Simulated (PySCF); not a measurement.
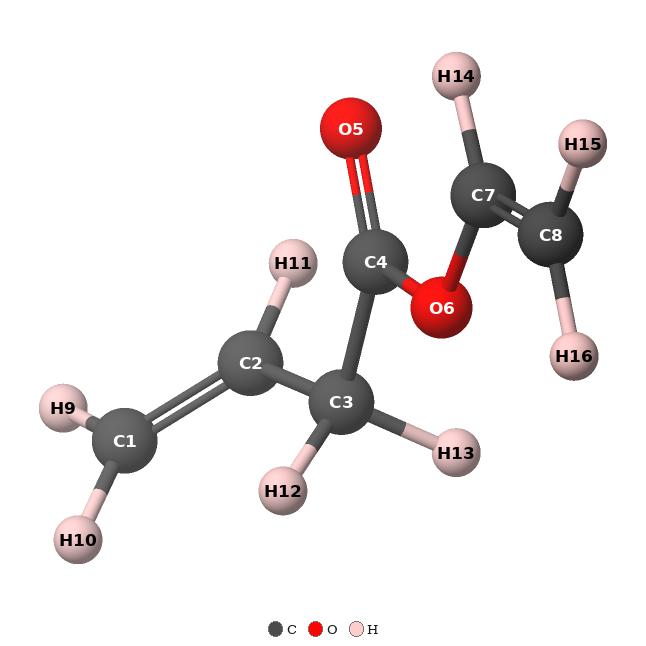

The geometry was computed by an optimisation with PBE0-D3(BJ)/def2-SVP. No frequency run is at hand to confirm it as a minimum. Electric field gradients from the ground-state density, PBE0/pcSseg-1 in acetonitrile (IEF-PCM) (PySCF 2.14.0), non-relativistic apart from any core potentials.

Give the largest field-gradient component, the quadrupole coupling constant and the asymmetry for 17O at O5 (Q = −25.6 mb), 17O at O6 (Q = −25.6 mb).

| atom | V_zz (a.u.) | e²qQ/h (MHz) | η |
| --- | --- | --- | --- |
| O5 | −1.562 | 9.40 | 0.16 |
| O6 | 1.629 | −9.80 | 0.21 |
